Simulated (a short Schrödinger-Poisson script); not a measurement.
Stack: gated Al0.4Ga0.6N/GaN polarisation-induced gas, at 400 K.

| layer | material | thickness (nm) | Na (cm⁻³) |
|---|---|---|---|
| 1 | Al0.4Ga0.6N | 15 | - |
| 2 | GaN | 6000 | 3e15 |

The device is made up for the run: typed textbook-type constants, with dimensions and the other settings drawn at random. Al0.4Ga0.6N: permittivity 9.26, conduction-band edge (eV) 0.58, gap (eV) 4.258, electron mass (mₑ) 0.248, Nv at 300 K (cm⁻³) 4.6e19. GaN: permittivity 9.5, conduction-band edge (eV) 0, gap (eV) 3.43, Nv at 300 K (cm⁻³) 4.6e19.

Channel valleys (confinement mass, in-plane density-of-states mass, number): Γ 0.2, 0.2, 1. At the gate the conduction-band edge of layer 1 lies 1.36 eV − eVg above the Fermi level of the channel; the field vanishes at the back. Sheet of polarisation charge: +2e13 e/cm² at 15 nm from the gate. The barrier under the gate holds no holes. Gaps are held at their typed values at every temperature. Mesh 0.08 nm at interfaces.

From a short Schrödinger-Poisson script (our own, NumPy): 1D Poisson equation in equilibrium, electrons quantum, Hartree (BenDaniel-Duke, 40 states a valley, the channel's in-plane mass for all, wave functions free to enter the barrier), parabolic valleys, classical holes, full ionisation, no traps, pinning or gate leakage.

Only gate voltages with over 1e8 electrons/cm² are shown.

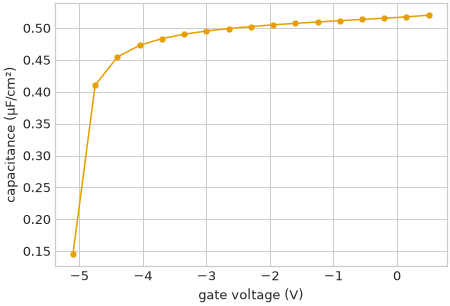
Figure. Quasi-static capacitance against gate voltage

```tsv
Vg (V)	electrons (cm⁻²)	in the channel layer	C (μF/cm²)	Γ E0 (meV)	Γ E1 (meV)
0.5	1.70e13	1.56e13	0.520	-172.7	1.2
-0.2	1.48e13	1.37e13	0.515	-150.3	9.8
-0.9	1.25e13	1.18e13	0.512	-127.2	18.5
-1.6	1.03e13	9.83e12	0.507	-103.5	27.5
-2.3	8.09e12	7.81e12	0.502	-78.8	37.0
-3	5.91e12	5.76e12	0.495	-52.3	47.6
-3.7	3.76e12	3.70e12	0.483	-21.8	60.6
-4.4	1.70e12	1.69e12	0.455	20.2	81.8
-5.1	4.51e10	4.50e10	0.145	162.5	196.0
```

Subbands count from the Fermi level.
